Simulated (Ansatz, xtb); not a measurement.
## How methods differ on C2H5FOSi (SMILES FC1CO[SiH2]1)

The species is C2H5FOSi (10 atoms), meant as a singlet with charge 0. As SMILES, `FC1CO[SiH2]1`. The shape is that of a PBE0-D4/def2-TZVP optimisation.

```xyz
10

F    -1.8204   -0.3278   -0.8109
C    -0.8761   -0.0831    0.1669
C     0.2907   -1.0898    0.1533
O     1.4299   -0.2164   -0.0119
Si    0.5103    1.1621   -0.2068
H    -1.3905   -0.0238    1.1278
H     0.1973   -1.7734   -0.6955
H     0.4008   -1.6651    1.0760
H     0.8208    2.2287    0.7804
H     0.5202    1.7373   -1.5763
```

Quantity: the HOMO–LUMO gap, in eV. The values are calculated.

```csv
level,kind,program,value (eV),CPU time
GFN0-xTB,semi-empirical,xtb,4.67,under 2 s
GFN1-xTB,semi-empirical,xtb,5.72,under 2 s
HF/def2-SVP,Hartree–Fock,Ansatz,15.02,1.4 s
SVWN5/def2-SVP,LDA,Ansatz,5.30,1.8 s
revPBE/def2-SVP,GGA,Ansatz,5.55,2.8 s
r2SCAN/def2-SVP,meta-GGA,Ansatz,6.15,4.6 s
BHLYP/def2-SVP,global hybrid,Ansatz,10.37,3.8 s
wB97X/def2-SVP,range-separated hybrid,Ansatz,12.52,11 s
B2PLYP/def2-SVP,double hybrid,Ansatz,10.64,4.9 s
```

The values span 4.67 to 15.02 eV. Orbital gaps aren't excitation energies, and those of double hybrids come from the SCF part alone; they tend to grow with the share of exact exchange. CPU times are rough (shared hosts, several kinds of processor): they show what a rung costs within a factor of a few.

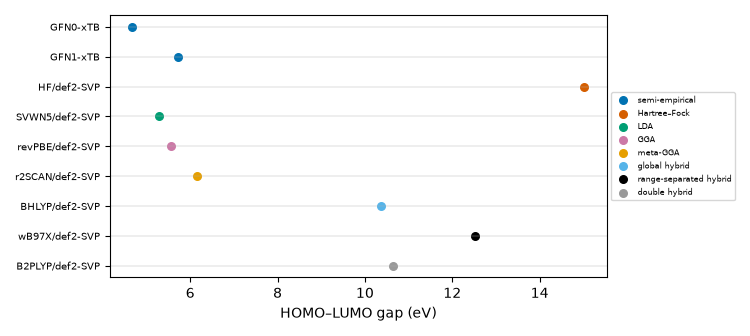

The values of the table, level by level.
